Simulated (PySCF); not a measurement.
System: C$_{3}$H$_{4}$ (allene).

```json
{"atom": "C", "x (Å)": "-1.2801", "y (Å)": "-0.1434", "z (Å)": "0.1212"}
{"atom": "C", "x (Å)": "0.0054", "y (Å)": "-0.0033", "z (Å)": "-0.0052"}
{"atom": "C", "x (Å)": "1.2909", "y (Å)": "0.1348", "z (Å)": "-0.1328"}
{"atom": "H", "x (Å)": "-1.9703", "y (Å)": "0.4305", "z (Å)": "-0.4883"}
{"atom": "H", "x (Å)": "-1.7006", "y (Å)": "-0.8380", "z (Å)": "0.8405"}
{"atom": "H", "x (Å)": "1.8539", "y (Å)": "-0.4764", "z (Å)": "-0.8302"}
{"atom": "H", "x (Å)": "1.8383", "y (Å)": "0.8652", "z (Å)": "0.4536"}
```

Geometry: PBE0-D3(BJ)/def2-TZVP.

The calculation used PBE0/aug-cc-pVTZ, SCF density, gas phase in PySCF.

Q: What will maps of the electron density and electron localisation function show?

A: C–C (1.30 Å): ρ is about 2.5 e/Å³ halfway; the ELF peaks at about 0.90 between the atoms: a multiple bond.
C–H (1.08 Å): ρ is about 2 e/Å³ halfway; the ELF climbs to about 1 towards the hydrogen, as it does in any bond to H: a covalent bond by its length.

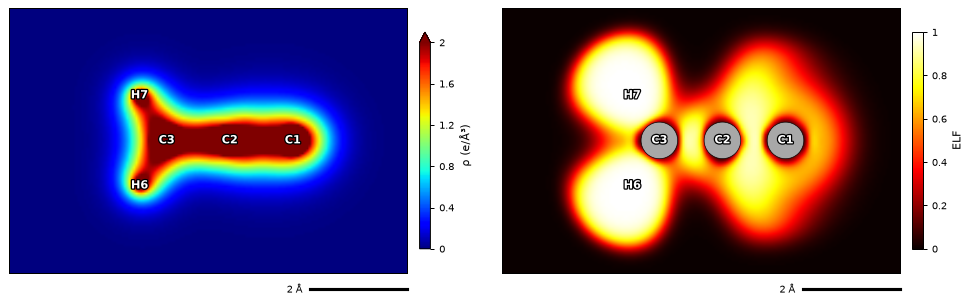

Computed electron density and electron localisation function on the plane of atoms C2, C3 and H7, in this order. Grey discs cover the atomic cores in the ELF map. 
